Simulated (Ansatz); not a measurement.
# CdPb in the L10 ordering: lattice stability ahead of a resistivity run, part 2 of 2

The plan: relax CdPb in the L10 ordering, check its phonons, and, if the lattice is stable, compute its Eliashberg function and ρ(T).

Ansatz 0.2.0; DFT PBEsol, scalar-relativistic, plane waves, PAW.

So far. Step 2 (Relaxation): The largest force is now zero by symmetry and the largest stress component 0.0013 GPa. Step 3 (Tight relaxation): The largest force is now zero by symmetry and the largest stress component 0.0033 GPa, small enough for phonons. The relaxed cell has a = 3.376, c = 4.544 Å (conventional setting).

The structure was built from a prototype and need not be the compound's stable phase.

## (4) Phonons: q 2×2×2, k 6×6×4

Couplings are defined for a stable lattice alone, so phonons come first.

input.yaml reads:

```yaml
crystal:
  lattice:
    - [3.3757996025, 0.0, 0.0]
    - [0.0, 3.3757996025, 0.0]
    - [0.0, 0.0, 4.5439417771]
  atoms:
    - { symbol: Cd, position: [0.0, 0.0, 0.0] }
    - { symbol: Pb, position: [0.5, 0.5, 0.5] }
kpoints:
  mp_grid: { grid: [6, 6, 4] }
hamiltonian:
  xc: pbesol
scf:
  occupations: { method: methfessel_paxton, width: 0.2 }
output:
  eigenvalues: true
phonons:
  method: dfpt
  qmesh: [2, 2, 2]
  temperatures: { t_max: 1000, t_step: 50 }
  qpath:
    path:
      - [[0.0, 0.0, 0.0], [0.0, 0.5, 0.0], [0.5, 0.5, 0.0], [0.0, 0.0, 0.0], [0.0, 0.0, 0.5], [0.0, 0.5, 0.5], [0.5, 0.5, 0.5], [0.0, 0.0, 0.5]]
      - [[0.0, 0.5, 0.0], [0.0, 0.5, 0.5]]
      - [[0.5, 0.5, 0.0], [0.5, 0.5, 0.5]]
    npoints: 10
```

On the command line:

```sh
ansatz run input.yaml --threads 4 --pin off --max-ram 8192MiB --backend cpu --events-out ev --progress --plain --runs-dir out
```

Numbers of over 12 decimals in the logs are rounded to 6 here.

What it wrote:

```text
[...]
Crystal: 2 atoms, lattice volume = 51.783 Å³
Basis set: ecut = 420 eV, 1023 PW (Γ), exchange–correlation on 48×48×64 points (8 copies of the dense FFT grid, shifted against one another)
Bands: 21, of which v1, the nominal top of the filled ones, is band 17 counted from 1 (16 counted from 0)
Symmetry: 16 space group operations
k-points: 30 of 144
[...]
SCF iter   1: F=—  HF=-19938.883161 eV  |F-HF|=—  |Δ(HF+E_count)|=         —  Δρ=3.93e-3  dr2=7.61e-3  ethr=1.77e-3  ⟨swp⟩=6.3  Hψ=5816  notcnv=0  defer=6
automatic band count: the SCF goes on with 25 bands, as 21 were too few: they end inside the smearing window of the response
[...]
SCF iter   2: F=—  HF=-19938.880922 eV  |F-HF|=—  |Δ(HF+E_count)|=   2.24e-3  S|Δr|=    0.00e0  Δρ=1.17e-3  dr2=4.46e-4  ethr=2.24e-5  ⟨swp⟩=3.1  Hψ=1543  notcnv=0  defer=5
[...]
SCF iter   8: F=-19938.880797 eV  HF=-19938.880797 eV  |F-HF|=3.64e-12  |Δ(HF+E_count)|=  3.27e-11  S|Δr|=    0.00e0  Δρ=2.52e-8  dr2=1.70e-13  ethr=1.00e-12  ⟨swp⟩=10.0  Hψ=4216  notcnv=0
SCF 1 converged in 8 iterations: F = -19938.880797 eV  dr2 = 1.70e-13
[...]
SCF iter   1: F=—  HF=-19938.880797 eV  |F-HF|=—  |Δ(HF+E_count)|=         —  Δρ=7.30e-8  dr2=2.34e-12  ethr=8.32e-9  ⟨swp⟩=3.9  Hψ=4411  notcnv=0
eigensolver tolerance schedule: the retry pair's looser diagonalisation over-reported the residual by 1210024.13 of it (diagonalisation noise at an unbounded share of the residual, at the tolerance the schedule requests for it); recorded, not acted on — ethr = c·dr2/N_el stays at c = 1.0e-1
[...]
SCF iter   2: F=-19938.880797 eV  HF=-19938.880797 eV  |F-HF|=7.28e-12  |Δ(HF+E_count)|=   1.96e-9  S|Δr|=    0.00e0  Δρ=5.05e-8  dr2=1.45e-12  ethr=1.00e-12  ⟨swp⟩=7.2  Hψ=2606  notcnv=0
SCF 2 converged in 2 iterations: F = -19938.880797 eV  dr2 = 1.45e-12
phonons: the bands overlap, so this run is a metal and interpolates without the dipole-dipole term. If the crystal is really an insulator or semiconductor, its LO-TO splitting is missing
NSCF: frozen V_eff on 30 k-points
[...]
DFPT response loops at q = (0, 0, 0) (fractional): preconditioner auto → Kerker (q_TF=auto, 2.544 Å⁻¹) (partly filled bands, converged f_vac=0.000); β = 1.00, the filter's whole step (`scf.mixing.beta` (0.50) is not read by the response loops under this deck's `scf.mixing.preconditioner`; to damp them name `kerker` or `kerker_dos`, under which they read `scf.mixing.beta`, and type it under 1.00, their step now; both keys bind the ground state too); Broyden in place of MSR1
[...]
SCF converged after 8 iterations
Stability not checked: this state was not tested for a lower state beside it, because cold or Methfessel-Paxton smearing, or corrected tetrahedra, fill the levels in a way that the test cannot read (fill_not_monotonic; see scf.lower_state_search)
Free energy (F): -19938.880797 eV
[...]
Internal energy: -19938.885133 eV  (E = F + TS)
E sigma→0 (E₀):  -19938.881881 eV
Entropy (-TS):   0.004337 eV (2.168 meV/atom)
Fermi energy:    12.604140 eV
Step filling:    the computed levels leave a gap of 0.1563 eV = 0.8 smearing widths at the electron count; against every level under it full and every level over it empty, smearing changes F+E_penalty+E_count by +2.587 meV and its σ→0 estimate by +1.503 meV
[...]
--- Band table (eV; the first three rows and the last of 30) ---
  k-point 0: bands = [... 13 lower, 3.8083, 3.9224, 10.3077, 10.6487, 15.6572, 15.6572, 19.3313, 20.3742, ... 4 higher]
  k-point 1: bands = [... 13 lower, 3.7816, 3.9203, 7.2303, 14.6243, 16.2290, 16.2290, 19.6322, 20.5686, ... 4 higher]
  k-point 2: bands = [... 13 lower, 3.7552, 3.9182, 5.7719, 17.1609, 17.1609, 18.1225, 19.1548, 19.7852, ... 4 higher]
  k-point 29: bands = [... 13 lower, 4.1267, 6.1149, 11.3661, 11.3661, 12.9304, 13.4179, 13.4734, 13.4734, ... 4 higher]
--- Phonons (Γ-DFPT): 4 representative perturbations + reference (Σ response iterations 12) ---
  ASR residual: 1.085e-4 → 0.000e0 eV/Å²; symmetrization residual: 7.517e-5 eV/Å²
  ASR residual per site (eV/Å²): 1.09e-4 9.68e-5
  Γ frequencies (cm⁻¹): 0.00 0.00 0.00 59.77 59.77 94.41
--- Phonons (arbitrary-q DFPT): 6 irreducible q on the 2×2×2 mesh ---
  q = [0.0000, 0.0000, 0.0000] (star 1, of the zone-centre solve; hermiticity 6.29e-5, symmetrization 6.07e-12): -0.00 -0.00 0.00 59.77 59.77 94.41
  q = [0.0000, 0.0000, -0.5000] (star 1, 4 solved perturbations in 156 linear systems a pass and spin channel, the states on 48 of 144 k-point pairs; hermiticity 3.55e-8, symmetrization 2.28e-8): 18.11 18.11 47.38 47.38 55.20 93.02
  q = [0.0000, -0.5000, 0.0000] (star 2, 6 solved perturbations on 48 of 144 k-point pairs; hermiticity 6.05e-9, symmetrization 1.80e-9): 18.90 19.50 49.70 76.89 77.03 91.81
[...]
sum rule: each row above includes the acoustic sum rule's correction from the zone centre's row sums; it moved no ω² by more than (0.51 cm⁻¹)²
  mesh force constants: q→R imaginary residual 3.00e-17; ASR residual 1.085e-4 → 0.000e0 eV/Å²; symmetrization residual 1.332e-15 eV/Å²
  interpolated dispersion: 93 rows × 6 modes
  density of states and harmonic sums: on the 18×18×14 q-mesh, interpolated from the force constants of a 2×2×2 supercell (no non-analytic term)
  largest difference from the sums on the solved wave vectors: F 3.15e-2 eV, S 5.01e-5 and C_V 1.86e-5 eV/K
  zero-point energy: 0.019737 eV/cell   skipped modes (ω ≤ 0): 167, of them read as no rigid motion or as one in doubt: 164 (4.087e-1 modes/cell left out, lowest -30.35 cm⁻¹)   left out of the sums: 6.82e-2 of the cell's modes: C_V's classical limit lies that fraction below 3 k_B per atom; for a crystal, a wire or a layer, F and S can be off by more, and a phonons.interpolated_qmesh denser along its periods is the remedy for the sampling
```

It took 35 s on 4 threads of Arm Neoverse V1, shared host; peak memory 0.53 GiB.

Numbers from this step:

```yaml
share_of_imaginary_modes_in_the_plain_interpolation_between_solved_wavevectors: 0.0642
highest_frequency_solved_or_plainly_interpolated: 108.2 cm⁻¹
```

Solved on the 2×2×2 mesh alone; all other wavevectors are interpolated. The phonon branches at the labelled points (cm⁻¹):

| point | branch 1 | branch 2 | branch 3 | branch 4 | branch 5 | branch 6 |
| --- | --- | --- | --- | --- | --- | --- |
| Γ | 0 | 0 | 0 | 60 | 60 | 94 |
| X | 19 | 20 | 50 | 77 | 77 | 92 |
| M | 40 | 40 | 42 | 70 | 87 | 87 |
| Γ | 0 | 0 | 0 | 60 | 60 | 94 |
| Z | 18 | 18 | 47 | 47 | 55 | 93 |
| R | -30 | 4 | 35 | 48 | 87 | 108 |
| A | 22 | 68 | 68 | 70 | 70 | 72 |
| Z | 18 | 18 | 47 | 47 | 55 | 93 |
| jump to X | 19 | 20 | 50 | 77 | 77 | 92 |
| R | -30 | 4 | 35 | 48 | 87 | 108 |
| jump to M | 40 | 40 | 42 | 70 | 87 | 87 |
| A | 22 | 68 | 68 | 70 | 70 | 72 |

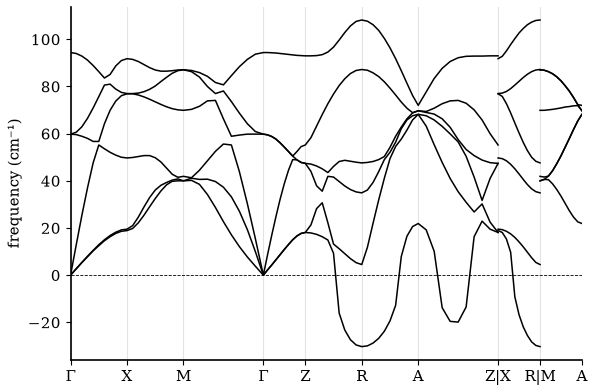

Phonon branches along the path.

Lowest modes at the softest wavevector of the mesh. Modes at q = (0.000, 0.500, 0.500), with each element's share of the kinetic energy (negative means imaginary):

```csv
mode,frequency (cm⁻¹),Cd %,Pb %
1,-30.3,35,65
2,4.5,0,100
3,34.9,100,0
4,47.6,61,39
5,87.2,65,35
6,108.2,39,61
```

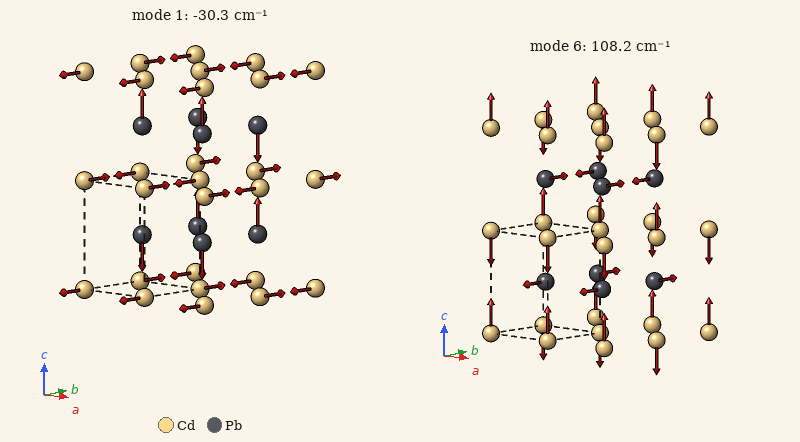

Displacement patterns of modes 1 and 6 at q = (0.000, 0.500, 0.500); arrows are exaggerated. 2×2×2 cells are drawn. Some periodic images of atoms are drawn too.

Among the solved wavevectors the lowest mode, translations apart, is -30.3 cm⁻¹, imaginary.

## (5) Phonons: q 2×2×2, k 6×6×6

An imaginary mode on so few k-points may come from the sampling, so the phonons are repeated with another k mesh.

input.yaml: that of step 4 with these lines changed.

```diff
@@ -9,3 +9,3 @@
 kpoints:
-  mp_grid: { grid: [6, 6, 4] }
+  mp_grid: { grid: [6, 6, 6] }
 hamiltonian:
```

The mesh is denser.

What it wrote:

```text
[...]
Crystal: 2 atoms, lattice volume = 51.783 Å³
Basis set: ecut = 420 eV, 1023 PW (Γ), exchange–correlation on 48×48×64 points (8 copies of the dense FFT grid, shifted against one another)
Bands: 21, of which v1, the nominal top of the filled ones, is band 17 counted from 1 (16 counted from 0)
Symmetry: 16 space group operations
k-points: 40 of 216
[...]
SCF iter   1: F=—  HF=-19938.889390 eV  |F-HF|=—  |Δ(HF+E_count)|=         —  Δρ=4.10e-3  dr2=8.47e-3  ethr=1.77e-3  ⟨swp⟩=6.5  Hψ=7812  notcnv=0  defer=6
[...]
SCF iter   9: F=-19938.886973 eV  HF=-19938.886973 eV  |F-HF|=7.28e-12  |Δ(HF+E_count)|=  1.46e-11  S|Δr|=    0.00e0  Δρ=1.11e-7  dr2=6.95e-12  ethr=1.00e-12  ⟨swp⟩=9.4  Hψ=5752  notcnv=0
SCF 1 converged in 9 iterations: F = -19938.886973 eV  dr2 = 6.95e-12
[...]
SCF iter   3: F=-19938.886973 eV  HF=-19938.886973 eV  |F-HF|=0.00e0  |Δ(HF+E_count)|=  3.64e-12  S|Δr|=    0.00e0  Δρ=2.90e-8  dr2=9.45e-13  ethr=1.00e-12  ⟨swp⟩=1.0  Hψ=1840  notcnv=0
SCF 2 converged in 3 iterations: F = -19938.886973 eV  dr2 = 9.45e-13
[...]
SCF converged after 9 iterations
[...]
Free energy (F): -19938.886973 eV
[...]
Internal energy: -19938.882828 eV  (E = F + TS)
E sigma→0 (E₀):  -19938.885937 eV
Entropy (-TS):   -0.004145 eV (-2.072 meV/atom)
Fermi energy:    12.424781 eV
[...]
--- Band table (eV; the first three rows and the last of 40) ---
  k-point 0: bands = [... 13 lower, 3.7714, 3.8865, 10.3136, 10.6427, 15.6664, 15.6664, 19.3347, 20.3794, ... 4 higher]
  k-point 1: bands = [... 13 lower, 3.7581, 3.8854, 8.1713, 13.1858, 15.9300, 15.9300, 19.4706, 20.4675, ... 4 higher]
  k-point 2: bands = [... 13 lower, 3.7317, 3.8833, 6.4654, 16.0608, 16.6259, 16.6259, 19.7873, 20.7005, ... 4 higher]
  k-point 39: bands = [... 13 lower, 4.0895, 6.1438, 11.3801, 11.3801, 12.9109, 13.4272, 13.4633, 13.4633, ... 4 higher]
[...]
ASR residual: 6.389e-5 → 0.000e0 eV/Å²; symmetrization residual: 7.544e-5 eV/Å²
  ASR residual per site (eV/Å²): 3.87e-5 6.39e-5
  Γ frequencies (cm⁻¹): 0.00 0.00 0.00 51.45 51.45 96.12
--- Phonons (arbitrary-q DFPT): 6 irreducible q on the 2×2×2 mesh ---
[...]
interpolated dispersion: 93 rows × 6 modes
[...]
```

Elapsed: 45 s, on 4 threads; peak memory 0.58 GiB.

Numbers from this step:

```
share of imaginary modes in the plain interpolation between solved wavevectors : 0.0046
highest frequency, solved or plainly interpolated                              : 109.8 cm⁻¹
```

Solved on the 2×2×2 mesh alone; all other wavevectors are interpolated. Phonon branches along the path, in cm⁻¹:

```csv
point,branch 1,branch 2,branch 3,branch 4,branch 5,branch 6
Γ,0,0,0,51,51,96
X,30,46,48,77,82,94
M,42,42,50,66,92,92
Γ,0,0,0,51,51,96
Z,8,8,49,49,63,87
R,-20,30,43,51,84,110
A,46,71,71,72,72,76
Z,8,8,49,49,63,87
jump to X,30,46,48,77,82,94
R,-20,30,43,51,84,110
jump to M,42,42,50,66,92,92
A,46,71,71,72,72,76
```

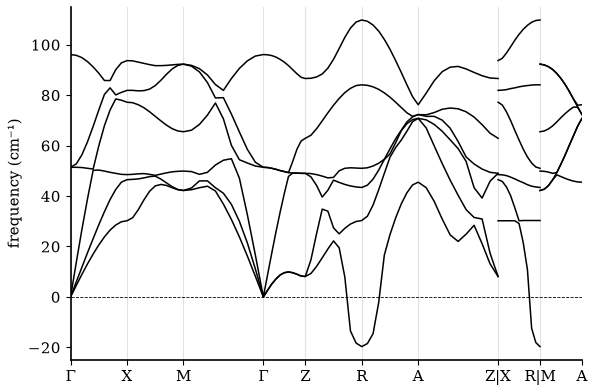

Phonon branches along the path.

Lowest modes at the softest wavevector of the mesh. Modes at q = (0.500, 0.000, 0.500), with each element's share of the kinetic energy (negative means imaginary):

```csv
mode,frequency (cm⁻¹),Cd %,Pb %
1,-19.7,34,66
2,30.3,0,100
3,43.4,100,0
4,51.0,67,33
5,84.1,66,34
6,109.8,33,67
```

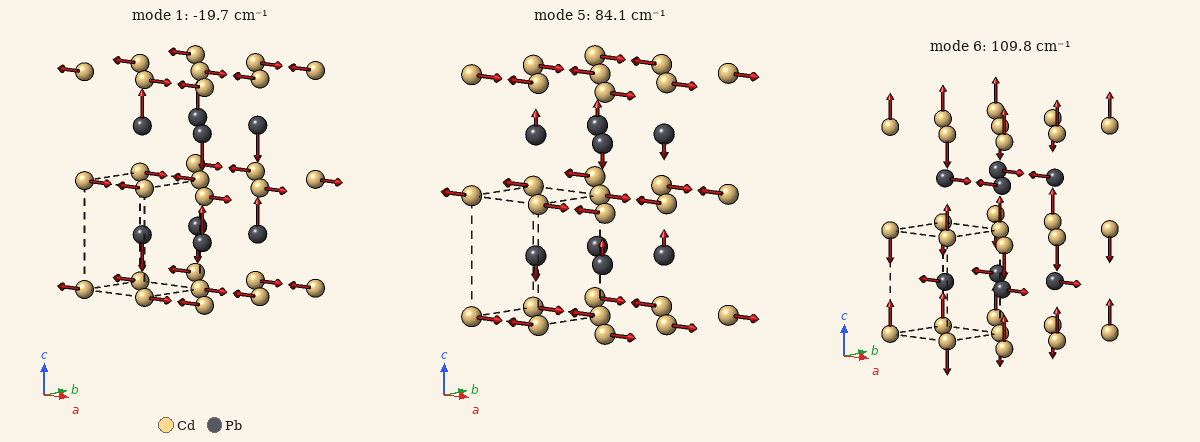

Displacement patterns of modes 1, 5 and 6 at q = (0.500, 0.000, 0.500); arrows are exaggerated. 2×2×2 cells are drawn. Some periodic images of atoms are drawn too.

The modes has structure finer than the step of the table below, so its rows give means over 10 cm⁻¹, whole bins alone (the curve runs from -28.3 to 123 cm⁻¹). Peaks (cm⁻¹: height): Cd 49.6: 0.0989, 72.4: 0.0541, 90.4: 0.0497; Pb 30.6: 0.0519, 50.5: 0.0534, 91.4: 0.0431.

Phonopy on the run's constants, 17x17x13 mesh, Gaussian sigma 2.0 cm⁻¹. Table of modes by wavenumber; means over each step; values in 1/cm⁻¹/cell:

```
wavenumber (cm⁻¹)       Cd       Pb
              -20   2.2e-4   4.3e-4
              -10   5.5e-4  0.00110
                0   3.2e-4   6.4e-4
               10  0.00280  0.00784
               20   0.0109   0.0280
               30   0.0137   0.0477
               40   0.0212   0.0457
               50   0.0759   0.0477
               60   0.0305   0.0229
               70   0.0460   0.0232
               80   0.0474   0.0234
               90   0.0389   0.0343
              100   0.0101   0.0146
              110  0.00142  0.00269
```

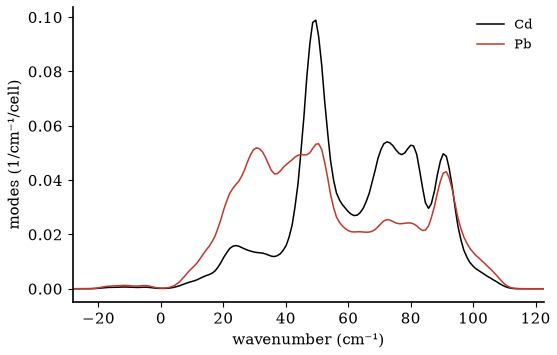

Modes, plotted against wavenumber.

No LO-TO term; unit eigenvectors of the mass-weighted matrix. The modes at Γ (shares of kinetic energy by element, %):

```
mode  frequency (cm⁻¹)  symmetry  Cd %  Pb %
   1               0.0   unnamed    35    65
   2               0.0   unnamed    35    65
   3               0.0   unnamed    35    65
   4              51.4        Eu    65    35
   5              51.4        Eu    65    35
   6              96.1       A2u    65    35
```

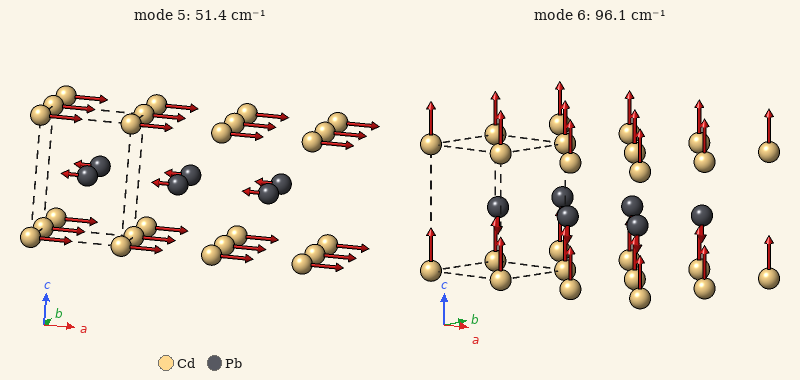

Displacement patterns of modes 5 and 6 at Γ; arrows are exaggerated. 3×2×1 cells are drawn. Some periodic images of atoms are drawn too.

Among the solved wavevectors the lowest mode, translations apart, is -19.7 cm⁻¹, imaginary.

## (6) Summary of results

| Quantity | Value |
| --- | --- |
| phonon run of the rows without a label of their own | PBEsol, q 2×2×2, k 6×6×6 |
| softest mode on the q mesh | -19.7 cm⁻¹ at q = (0.5, 0, 0.5) |
| highest frequency, solved or plainly interpolated | 110 cm⁻¹ |

The lattice is dynamically unstable at this level: a mode at q = (0.5, 0, 0.5) is imaginary, 19.7i cm⁻¹, so no harmonic coupling constant or resistivity is defined for this structure. These meshes are coarse, and single modes of a metal can move by tens of cm⁻¹ with the k mesh. The mode is weak and these meshes are coarse, so a denser k mesh or another smearing could remove it. Spin–orbit coupling, left out here, matters for Pb. The structure was built by hand as an ordered model, and its stability against other phases was not tested.

[Logs are printed without paths, hosts, clocks, repeated set-up lines and the standing remarks that a program may print on its own settings, such as how far it seeks lower states.]

[Hosts, paths, dates, database ids (printed as entryN), source tags and the programs' standing remarks are cut or masked in the printed files.]
